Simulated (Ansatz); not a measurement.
# C₆Si: one change and its effect

System: C₆Si, SMILES [C]=C=C=C=C=C=[Si].
Method of run A: RKS B3LYP-D4/def2-TZVPP (Ansatz 0.2.0).

Text and figures count atoms from 1; the logs count them from 0 in places.

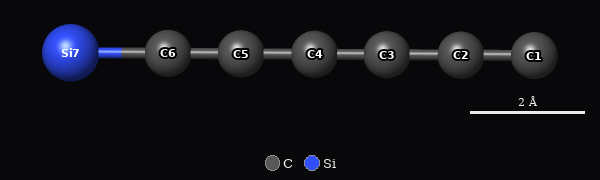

**Figure 1.** The starting structure (ball-and-stick view, seen on its broad side; atoms are numbered from 1 in the order of the input). Bond lengths as drawn: C–C 1.28 to 1.31 Å and C–Si 1.72 Å.

**Input, run A**
```yaml
crystal:
  periodic: [false, false, false]
  atoms:
    - { symbol: C, position_ang: [0.0, 0.0, -3.95713544] }
    - { symbol: C, position_ang: [0.0, 0.0, -2.65661458] }
    - { symbol: C, position_ang: [0.0, 0.0, -1.34597744] }
    - { symbol: C, position_ang: [0.0, 0.0, -0.06441003] }
    - { symbol: C, position_ang: [0.0, 0.0, 1.23865954] }
    - { symbol: C, position_ang: [0.0, 0.0, 2.53052528] }
    - { symbol: Si, position_ang: [0.0, 0.0, 4.25495266] }
basis:
  gaussian: { orbitals: def2-TZVPP }
hamiltonian:
  xc: { name: B3LYP }
  dispersion: d4
relax:
  f_tol: 0.002
  max_steps: 150
```

Command:
```bash
ansatz run input.yaml --threads 4 --pin off --max-ram 10240MiB --backend cpu --events-out ev --progress --plain --runs-dir out
```

Hardware: 4 threads of Arm Neoverse N1, 98 GiB of memory available, shared host.

**Output, shortened to warnings, some set-up lines, iterations and results (run A)**
```
[...]
mean field evaluation 1: about -14081.6458 eV, gradient 6.3e1 eV
mean field evaluation 2: about -13981.9373 eV, gradient 1.5e2 eV
mean field evaluation 4: about -14090.8473 eV, gradient 3.0e1 eV
mean field evaluation 8: about -14093.9407 eV, gradient 1.8e0 eV
mean field evaluation 16: about -14093.9734 eV, gradient 7.0e-3 eV
relax step   1: F+E_penalty+E_count = -14094.29143443 eV  Δ(F+E_penalty+E_count) = +0.000e0 eV  max|allowed force component| = 1.698e0 eV/Å  Δτ_max = 0.0000 Å  (42 SCF iters, …
mean field evaluation 32: about -14094.0545 eV, gradient 1.8e-5 eV
relax step   2: F+E_penalty+E_count = -14094.37653567 eV  Δ(F+E_penalty+E_count) = -8.510e-2 eV  max|allowed force component| = 3.871e-1 eV/Å  Δτ_max = 0.0522 Å  (41 SCF …
relax step   3: F+E_penalty+E_count = -14094.38079448 eV  Δ(F+E_penalty+E_count) = -4.259e-3 eV  max|allowed force component| = 7.828e-2 eV/Å  Δτ_max = 0.0151 Å  (43 SCF …
relax step   4: F+E_penalty+E_count = -14094.38084660 eV  Δ(F+E_penalty+E_count) = -5.212e-5 eV  max|allowed force component| = 5.063e-3 eV/Å  Δτ_max = 0.0008 Å  (44 SCF …
relax step   5: F+E_penalty+E_count = -14094.38084681 eV  Δ(F+E_penalty+E_count) = -2.046e-7 eV  max|allowed force component| = 1.491e-3 eV/Å  Δτ_max = 0.0001 Å  (43 SCF …
mean field evaluation 64: about -14094.0579 eV, gradient 1.4e-5 eV
mean field -14094.05788163 eV, -517.9470738544 hartree, gradient 1.4e-5 eV, S^2 0.000000; 1 other end points of the search recorded, 0 dependent functions left out
the calculation of the forces begins
reference -14094.05817611 eV, -517.9470846764 hartree; 25, 25 occupied and 203, 203 virtual orbitals, 1371 factors
Total energy: -14094.38114129 eV, -517.9589534276 hartree
Atom 0 at     0.000000     0.000000    -3.894079 Å, force    -0.000000    -0.000000    -0.000323 eV/Å
Atom 1 at     0.000000     0.000000    -2.619758 Å, force    -0.000000     0.000000    -0.000609 eV/Å
Atom 2 at    -0.000000    -0.000000    -1.324435 Å, force     0.000000    -0.000000     0.000293 eV/Å
Atom 3 at    -0.000000    -0.000000    -0.065514 Å, force     0.000000    -0.000000    -0.000652 eV/Å
Atom 4 at    -0.000000    -0.000000     1.221713 Å, force    -0.000000     0.000000     0.001491 eV/Å
Atom 5 at    -0.000000    -0.000000     2.492243 Å, force     0.000000    -0.000000     0.000137 eV/Å
Atom 6 at     0.000000     0.000000     4.189829 Å, force    -0.000000     0.000000    -0.000337 eV/Å
Dipole moment:     0.000000    -0.000000     1.700767 e Å
```

Run B used a changed input.

**The two runs side by side**

| quantity | run A | run B |
| --- | --- | --- |
| outcome | converged | converged |
| total energy (hartree) | −517.958953 | −517.765179 |
| largest force (eV/Å) | 0.001 | 0.000 |
| basis functions | 228 | 228 |
| wall time (shared host) | 37 s | 45 s |

What was changed in the input?

The change (lines with − go, lines with + come):
```diff
-  xc: { name: B3LYP }
+  xc: r2scan
```

The total energies belong to different methods, so their difference says nothing on which is more stable or more accurate. The functional changes from B3LYP to r2SCAN.

**Output, shortened to warnings, some set-up lines, iterations and results (run B)**
```
[...]
mean field evaluation 1: about -14075.7311 eV, gradient 6.5e1 eV
mean field evaluation 2: about -13810.0054 eV, gradient 2.1e2 eV
mean field evaluation 4: about -14075.9829 eV, gradient 5.4e1 eV
mean field evaluation 8: about -14088.9513 eV, gradient 4.8e0 eV
mean field evaluation 16: about -14088.9916 eV, gradient 4.7e-2 eV
relax step   1: F+E_penalty+E_count = -14089.04116551 eV  Δ(F+E_penalty+E_count) = +0.000e0 eV  max|allowed force component| = 1.256e0 eV/Å  Δτ_max = 0.0000 Å  (42 SCF iters, …
mean field evaluation 32: about -14089.0549 eV, gradient 8.5e-3 eV
relax step   2: F+E_penalty+E_count = -14089.10493157 eV  Δ(F+E_penalty+E_count) = -6.377e-2 eV  max|allowed force component| = 3.511e-1 eV/Å  Δτ_max = 0.0450 Å  (42 SCF …
relax step   3: F+E_penalty+E_count = -14089.10820236 eV  Δ(F+E_penalty+E_count) = -3.271e-3 eV  max|allowed force component| = 7.360e-2 eV/Å  Δτ_max = 0.0137 Å  (44 SCF …
relax step   4: F+E_penalty+E_count = -14089.10824492 eV  Δ(F+E_penalty+E_count) = -4.256e-5 eV  max|allowed force component| = 3.574e-3 eV/Å  Δτ_max = 0.0007 Å  (46 SCF …
relax step   5: F+E_penalty+E_count = -14089.10824388 eV  Δ(F+E_penalty+E_count) = +1.036e-6 eV  max|allowed force component| = 1.108e-2 eV/Å  Δτ_max = 0.0002 Å  (45 SCF …
mean field evaluation 64: about -14089.0581 eV, gradient 8.4e-3 eV
relax step   6: F+E_penalty+E_count = -14089.10824508 eV  Δ(F+E_penalty+E_count) = -1.569e-7 eV  max|allowed force component| = 1.236e-4 eV/Å  Δτ_max = 0.0000 Å  (46 SCF …
mean field evaluation 96: about -14089.0581 eV, gradient 7.3e-5 eV
mean field -14089.05806804 eV, -517.7633340940 hartree, gradient 1.0e-5 eV, S^2 0.000000; 1 other end points of the search recorded, 0 dependent functions left out
the calculation of the forces begins
reference -14089.05808042 eV, -517.7633345489 hartree; 25, 25 occupied and 203, 203 virtual orbitals, 1368 factors
Total energy: -14089.10825745 eV, -517.7651785209 hartree
Atom 0 at    -0.000000     0.000000    -3.902435 Å, force    -0.000000    -0.000000     0.000066 eV/Å
Atom 1 at    -0.000000     0.000000    -2.621439 Å, force     0.000000    -0.000000    -0.000124 eV/Å
Atom 2 at     0.000000    -0.000000    -1.326643 Å, force    -0.000000    -0.000000     0.000055 eV/Å
Atom 3 at     0.000000    -0.000000    -0.064305 Å, force     0.000000     0.000000     0.000013 eV/Å
Atom 4 at     0.000000    -0.000000     1.221782 Å, force    -0.000000    -0.000000    -0.000070 eV/Å
Atom 5 at     0.000000    -0.000000     2.496431 Å, force     0.000000     0.000000     0.000074 eV/Å
Atom 6 at    -0.000000     0.000000     4.196608 Å, force     0.000000     0.000000    -0.000015 eV/Å
Dipole moment:     0.000000    -0.000000     1.556468 e Å
```
